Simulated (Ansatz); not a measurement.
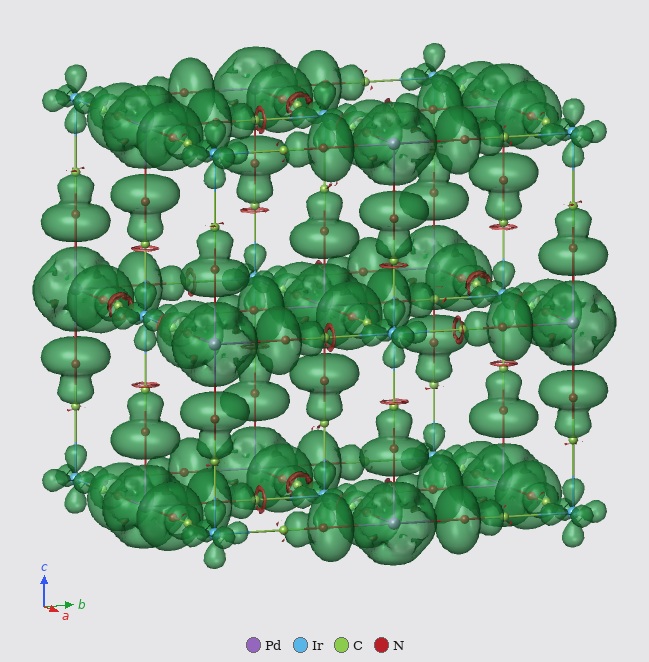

Figure. IrPdC$_{6}$N$_{6}$. Isosurfaces of the spin density (up minus down) at +0.005 (green) and −0.005 e/Å³ (red), seen slightly off an axis. Sticks mark near contacts.

Space group Fm-3m; a structure generated by program, which may or may not match a known phase; spin-polarised.

Level of theory: DFT PBE, scalar-relativistic, plane waves, PAW in Ansatz.

The density is the valence pseudo-density of a PAW calculation; it isn't the true density close to the nuclei.

IrPdC$_{6}$N$_{6}$, 56 atoms, a = 10.49 Å, b = 10.49 Å, c = 10.49 Å, α = 90.00°, β = 90.00°, γ = 90.00°.

Q: Which atoms carry the moments, and with what signs?

A: The spin density sits on Pd: +0.6 μB (×4) in one cell of 56 atoms: parallel main moments, as they must be, since the calculation's own cell holds one magnetic site. The cell of the calculation (14 atoms) carries 1.0 μB of net spin moment.
